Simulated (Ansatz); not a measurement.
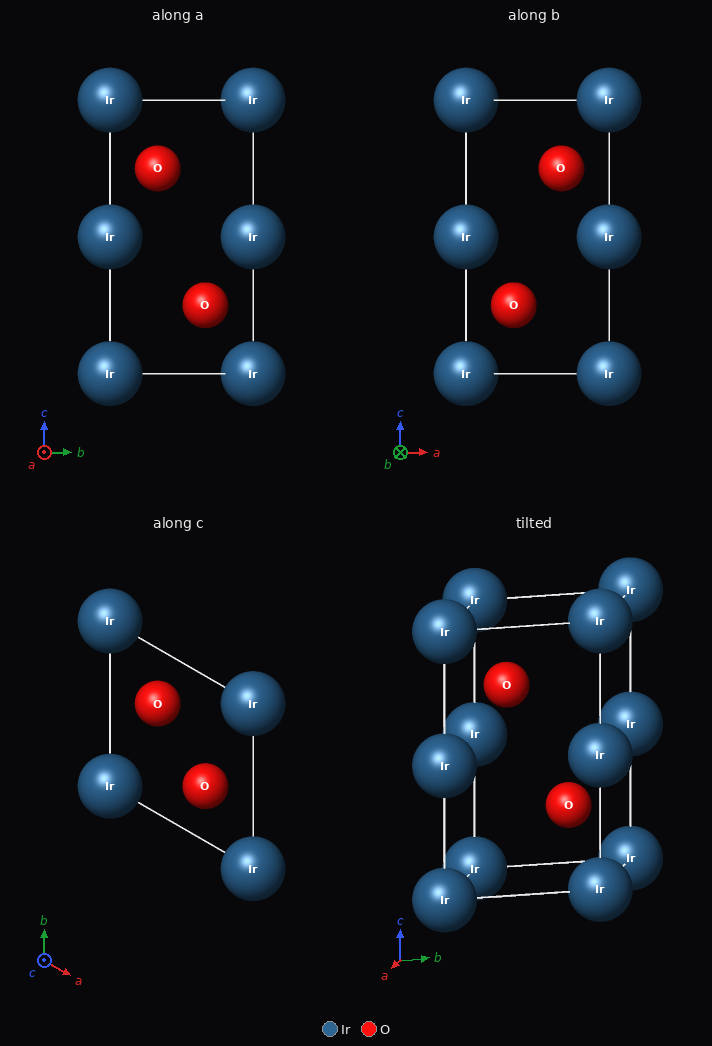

An orthographic spheres-only view of the structure, along the a axis, along the b axis, along the c axis and slightly off an axis. Thin lines show the conventional unit cell, with boundary atoms drawn in all their periodic places.

Lattice parameters: a = 3.3471 Å, b = 3.3471 Å, c = 5.5444 Å, α = 90.000°, β = 90.000°, γ = 120.000°.

Write the structure as a CIF in P1 with every atom of the cell.

```cif
data_structure
_symmetry_space_group_name_H-M 'P 1'
_symmetry_Int_Tables_number 1
_cell_length_a 3.3471
_cell_length_b 3.3471
_cell_length_c 5.5444
_cell_angle_alpha 90.000
_cell_angle_beta 90.000
_cell_angle_gamma 120.000
_cell_volume 53.79
loop_
_atom_site_label
_atom_site_type_symbol
_atom_site_fract_x
_atom_site_fract_y
_atom_site_fract_z
_atom_site_occupancy
Ir1 Ir 0.0000 0.0000 0.0000 1
Ir2 Ir 0.0000 0.0000 0.5000 1
O1 O 0.3333 0.6667 0.2500 1
O2 O 0.6667 0.3333 0.7500 1
```

Source of the structure: a structure type filled with these elements by a generator (whether the compound takes this form wasn't checked). Earlier steps of the study, as a rule a relaxation of our own, may have changed the cell and positions, so they can lie some per cent off the listed ones. An electronic-structure calculation with Ansatz was run on it.

At this level of theory the run's own cell isn't at rest (stretched, at -19 GPa), so its distances can differ from those at equilibrium, the more so the softer the solid.
